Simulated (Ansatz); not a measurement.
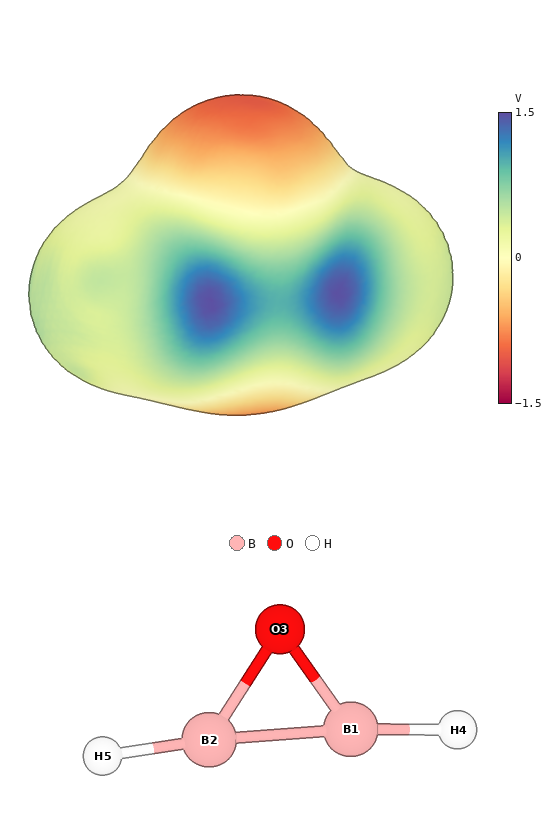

Figure. B2H2O. The molecular electrostatic potential painted on the density surface at 0.002 e/bohr³, seen at a tilt; the colour scale runs from red (negative) to blue (positive). The bare structure is drawn below in the same view.

Geometry: PBE0-D4/def2-TZVP.

Level of theory: RKS PBE0-D4/def2-TZVPP (Ansatz 0.2.0).

```yaml
atoms:
  - { symbol: B, position_ang: [-0.6978, -0.1639, -0.3636] }
  - { symbol: B, position_ang: [0.6336, 0.4634, 0.1707] }
  - { symbol: O, position_ang: [0.2184, -0.8284, 0.4278] }
  - { symbol: H, position_ang: [-1.7219, -0.5592, -0.8082] }
  - { symbol: H, position_ang: [1.6177, 1.0145, 0.5318] }
```

### Describe the electrostatic potential map.

The most negative region (about −1.0 V) lies over O3, the most positive (about +1.5 V) over B1 and B2.
